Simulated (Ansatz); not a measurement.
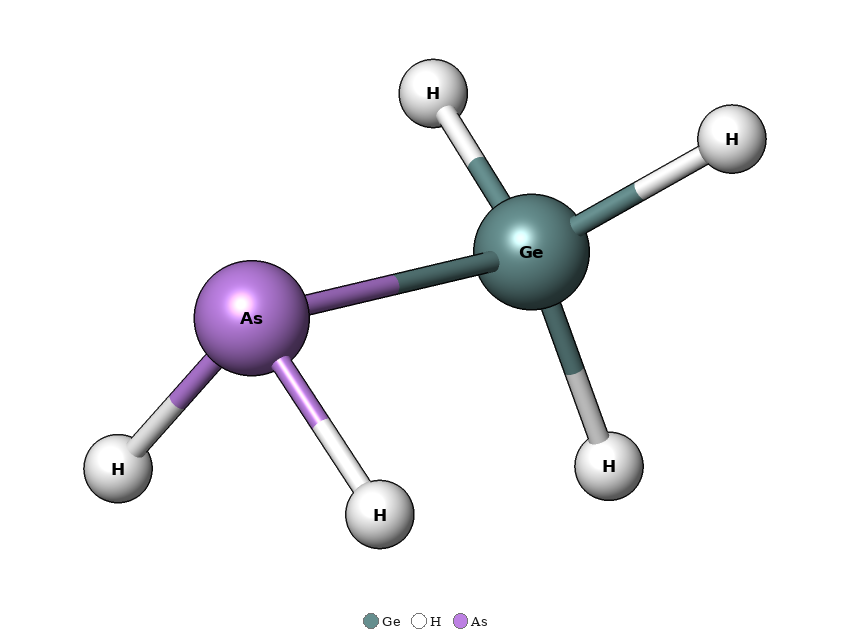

Sticks follow a distance rule. Harmonic vibrations computed with RKS PBE0-D4/def2-TZVP (Ansatz 0.2.0) at a stationary point of the same level.

Question: How many imaginary frequencies does it have?

Answer: A minimum: no imaginary frequency, and the lowest mode lies at 134 cm⁻¹.

Question: How many vibrational modes are there, and where do they lie?

Answer: 15 modes: 134, 269, 423, 440, 651, 694, 805, 880, 884, 986, 2146, 2156, 2158, 2208, 2220 cm⁻¹.
